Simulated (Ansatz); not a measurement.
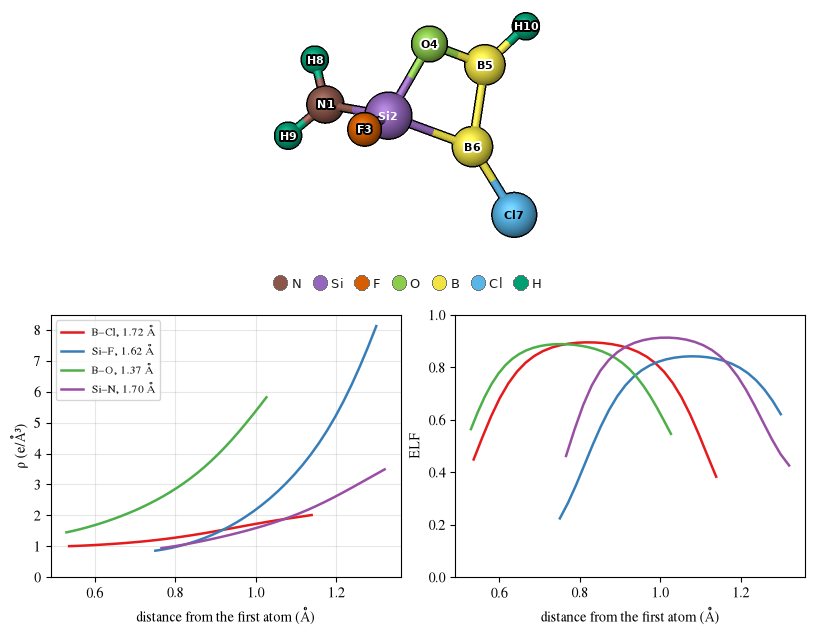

B₂ClFH₃NOSi. Electron density and electron localisation function along straight lines between neighbouring atoms. The curves leave out the atomic cores. The structure is drawn too.

Computed with RKS LDA/def2-SVP in Ansatz 0.2.0.

```xyz
10

N    -1.7325   -0.3179    0.2781
Si   -0.1079    0.1478    0.4845
F     0.0752    1.0658    1.8109
O     0.2545    1.0941   -0.9224
B     1.1973    0.2805   -1.4898
B     1.3967   -0.9242   -0.2576
Cl    2.4186   -2.2629    0.0846
H    -2.3002    0.1195   -0.4545
H    -2.2910   -0.7682    1.0071
H     1.6381    0.5463   -2.5981
```

Q: What can be read from the curves?

A: B–Cl (1.72 Å): the density is about 1.4 e/Å³ at the midpoint; the ELF peaks at about 0.90 between the atoms: a polar covalent bond.
Si–F (1.62 Å): the density is about 1 e/Å³ at the midpoint; the ELF peaks at about 0.85 in the valence shell of F, 0.5 Å from its nucleus, and is about 0.45 at the midpoint.
B–O (1.37 Å): ρ is about 2.1 e/Å³ halfway; the ELF peaks at about 0.90 between the atoms, as expected for a short, strongly polar bond.
Si–N (1.70 Å): ρ at the midpoint is about 1.1 e/Å³; the ELF peaks at about 0.90 between the atoms (a polar covalent bond).
